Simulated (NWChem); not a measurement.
# SnHSCl (SMILES [SH][Sn][Cl]) at 3 levels

Wanted: a comparison of 3 runs (r2SCAN/def2-SVP, r2SCAN/def2-TZVP, r2SCAN/def2-TZVPP) of SnHSCl. 

Program for the calculation: NWChem 7.3.0.

## 1. The structure to begin with

SnHSCl has 4 atoms, charge 0, and is taken as a singlet. SMILES: `[SH][Sn][Cl]`. The coordinates come from a PBE0-D4/def2-TZVP relaxation.

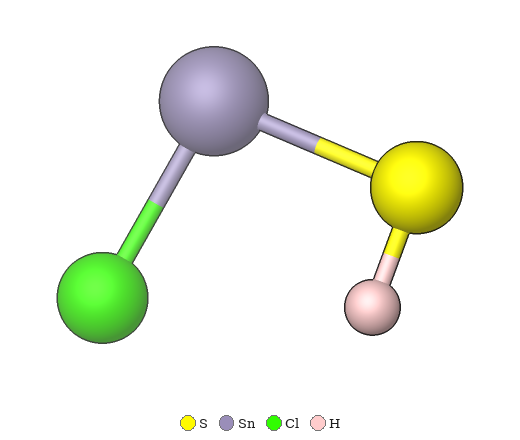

Viewed from a chosen angle; sulfur yellow, tin purple, chlorine green, hydrogen pink.

## 2. Energy and gradient at r2SCAN/def2-SVP (core potential) (run 1)

Input file clhssn.nw:

```
start clhssn
title "ClHSSn"
memory stack 880 mb heap 220 mb global 1100 mb
charge 0

geometry units angstroms noautosym nocenter noautoz
S      0.185700     1.488500    -0.409700
Sn    -1.395700    -0.351700    -0.341800
Cl     0.088800    -1.950300     0.607800
H      1.176700     0.753300     0.123400
end

basis "ao basis" spherical bse
* library def2-SVP
end

ecp bse
Sn library def2-SVP
end

dft
xc r2scan
grid fine
convergence energy 1e-08
iterations 100
mulliken
print low
end

task dft gradient
```

Started as:

```bash
$ nwchem clhssn.nw > clhssn.out
```

What it wrote:

```text
[...]
 d= 0,ls=0.0,diis     1  -1073.0759005987 -1.29D+03  2.77D-02  3.65D-01     2.7
[...]
 d= 0,ls=0.0,diis    11  -1073.1394511091 -3.31D-09  4.31D-07  6.34D-10    16.7
         Total DFT energy =    -1073.139451109069
      One electron energy =    -1988.467519344516
           Coulomb energy =      774.262055801417
    Exchange-Corr. energy =      -72.423037210022
 Nuclear repulsion energy =      213.489049644052
[...]
      Total Density - Mulliken Population Analysis
     ---------------------------------------------
    Atom       Charge   Shell Charges
 -----------   ------   -------------------------------------------------------
    1 S   16    16.30   2.00  1.99  1.22  0.67  5.93  1.79  2.67  0.03
    2 Sn  22    21.47   0.44  1.60  1.42  0.42  2.74  3.26  0.99  0.46  9.71  0.43
    3 Cl  17    17.34   2.00  1.99  1.23  0.75  5.93  2.11  3.32  0.01
    4 H    1     0.89   0.70  0.16  0.04
[...]
                         DFT ENERGY GRADIENTS
    atom               coordinates                        gradient
                 x          y          z           x          y          z
   1 S       0.350922   2.812857  -0.774221   -0.001542  -0.007914   0.001929
   2 Sn     -2.637491  -0.664617  -0.645908    0.010165   0.000571   0.002995
   3 Cl      0.167808  -3.685533   1.148575   -0.005016   0.004765  -0.003016
   4 H       2.223641   1.423531   0.233192   -0.003607   0.002578  -0.001908
 Task  times  cpu:       23.3s     wall:       23.3s
 Total times  cpu:       23.4s     wall:       23.4s
```

Run time: 24 s. Hardware: 1 thread of Intel Xeon Platinum 8488C (Sapphire Rapids), shared host; peak memory 0.12 GiB.

## 3. Energy and gradient at r2SCAN/def2-TZVP (core potential) (run 2)

Input file sp.nw:

```
start sp
title "ClHSSn"
memory stack 880 mb heap 220 mb global 1100 mb

geometry units angstroms noautosym nocenter noautoz
  S     0.185700    1.488500   -0.409700
  Sn   -1.395700   -0.351700   -0.341800
  Cl    0.088800   -1.950300    0.607800
  H     1.176700    0.753300    0.123400
end

basis spherical bse
  * library def2-TZVP
end

ecp bse
  Sn library def2-TZVP
end

dft
  xc r2scan
  mult 1
  grid fine
  convergence energy 1e-08
  iterations 100
  mulliken
  print low
end

task dft gradient
```

Started as:

```bash
$ nwchem sp.nw > sp.out
```

What it wrote:

```text
[...]
 d= 0,ls=0.0,diis     1  -1073.3749884889 -1.29D+03  1.46D-02  1.05D+00     8.0
[...]
 d= 0,ls=0.0,diis    12  -1073.4424938091 -2.54D-09  1.35D-07  2.93D-10    69.6
         Total DFT energy =    -1073.442493809078
      One electron energy =    -1989.108372788847
           Coulomb energy =      774.620372854424
    Exchange-Corr. energy =      -72.443543518706
 Nuclear repulsion energy =      213.489049644052
[...]
      Total Density - Mulliken Population Analysis
     ---------------------------------------------
    Atom       Charge   Shell Charges
 -----------   ------   -------------------------------------------------------
    1 S   16    16.43   2.01  0.48  1.48  1.08  0.84  4.19  1.67  0.92  2.43  1.27  0.02  0.05  0.00
    2 Sn  22    21.35   0.30 -0.80  1.61  0.91  1.23  0.61 -0.40  6.37  0.54  0.69  0.12  8.86  1.12  0.15  0.00  0.04
    3 Cl  17    17.41   2.01  0.44  1.52  1.11  0.88  4.19  1.67  1.10  2.85  1.60  0.00  0.02  0.00
    4 H    1     0.81   0.23  0.46  0.09  0.03
[...]
                         DFT ENERGY GRADIENTS
    atom               coordinates                        gradient
                 x          y          z           x          y          z
   1 S       0.350922   2.812857  -0.774221   -0.000713  -0.001756   0.000310
   2 Sn     -2.637491  -0.664617  -0.645908    0.001683   0.000540   0.000361
   3 Cl      0.167808  -3.685533   1.148575   -0.000650   0.000893  -0.000476
   4 H       2.223641   1.423531   0.233192   -0.000320   0.000323  -0.000196
 Task  times  cpu:      107.9s     wall:      107.9s
 Total times  cpu:      108.0s     wall:      108.0s
```

Run time: 1.8 min. Hardware: 1 thread of Intel Xeon Platinum 8488C (Sapphire Rapids), shared host; peak memory 0.13 GiB.

## 4. Energy and gradient at r2SCAN/def2-TZVPP (core potential) (run 3)

Input file clhssn.nw:

```
echo
start clhssn
title "ClHSSn r2SCAN"
memory total 2200 mb
charge 0
geometry units angstroms noautosym nocenter noautoz
  S     0.185700    1.488500   -0.409700
  Sn   -1.395700   -0.351700   -0.341800
  Cl    0.088800   -1.950300    0.607800
  H     1.176700    0.753300    0.123400
end
basis spherical bse
  S library def2-TZVPP
  Sn library def2-TZVPP
  Cl library def2-TZVPP
  H library def2-TZVPP
end
ecp bse
  Sn library def2-TZVPP
end
dft
  xc r2scan
  mult 1
  grid fine
  convergence energy 1e-08
  iterations 100
  mulliken
  print low
end
task dft gradient
```

Started as:

```bash
$ nwchem clhssn.nw > clhssn.out
```

What it wrote:

```text
[...]
 d= 0,ls=0.0,diis     1  -1073.3757589061 -1.29D+03  1.28D-02  1.05D+00     7.2
[...]
 d= 0,ls=0.0,diis    12  -1073.4432022809 -2.43D-09  1.27D-07  4.17D-10    73.5
         Total DFT energy =    -1073.443202280896
      One electron energy =    -1989.113807867597
           Coulomb energy =      774.625246983342
    Exchange-Corr. energy =      -72.443691040693
 Nuclear repulsion energy =      213.489049644052
[...]
      Total Density - Mulliken Population Analysis
     ---------------------------------------------
    Atom       Charge   Shell Charges
 -----------   ------   -------------------------------------------------------
    1 S   16    16.38   2.01  0.48  1.48  1.08  0.82  4.19  1.66  0.92  2.41  1.26  0.00  0.02  0.05  0.00
    2 Sn  22    21.34   0.30 -0.80  1.61  0.91  1.23  0.61 -0.40  6.37  0.54  0.69  0.11  8.86  1.12  0.15  0.00  0.04
    3 Cl  17    17.41   2.01  0.44  1.52  1.11  0.88  4.19  1.67  1.10  2.85  1.61  0.00  0.00  0.02  0.00
    4 H    1     0.87   0.23  0.47  0.11  0.01  0.04  0.00
[...]
                         DFT ENERGY GRADIENTS
    atom               coordinates                        gradient
                 x          y          z           x          y          z
   1 S       0.350922   2.812857  -0.774221   -0.001024  -0.001529   0.000144
   2 Sn     -2.637491  -0.664617  -0.645908    0.001617   0.000530   0.000344
   3 Cl      0.167808  -3.685533   1.148575   -0.000637   0.000886  -0.000470
   4 H       2.223641   1.423531   0.233192    0.000045   0.000113  -0.000018
 Task  times  cpu:      116.0s     wall:      116.0s
 Total times  cpu:      116.0s     wall:      116.0s
```

Wall time 1.9 min (1 thread of Intel Xeon Platinum 8488C (Sapphire Rapids), shared host); peak memory 0.14 GiB.

## 5. The series

```csv
run,level,core potential,energy (Eh),largest force (eV/Å),wall time
1,r2SCAN/def2-SVP (core potential),def2-SVP,-1073.139451,0.546,24 s
2,r2SCAN/def2-TZVP (core potential),def2-TZVP,-1073.442494,0.099,1.8 min
3,r2SCAN/def2-TZVPP (core potential),def2-TZVPP,-1073.443202,0.095,1.9 min
```

## 6. What came out

```
                       quantity           value
            run 3: total energy  -1073.44320 Eh
run 3: largest force on an atom      0.095 eV/Å
```

What this shows: Over the runs the total energy spans 8.265 eV. All runs together took 4.2 min, the longest 1.9 min.
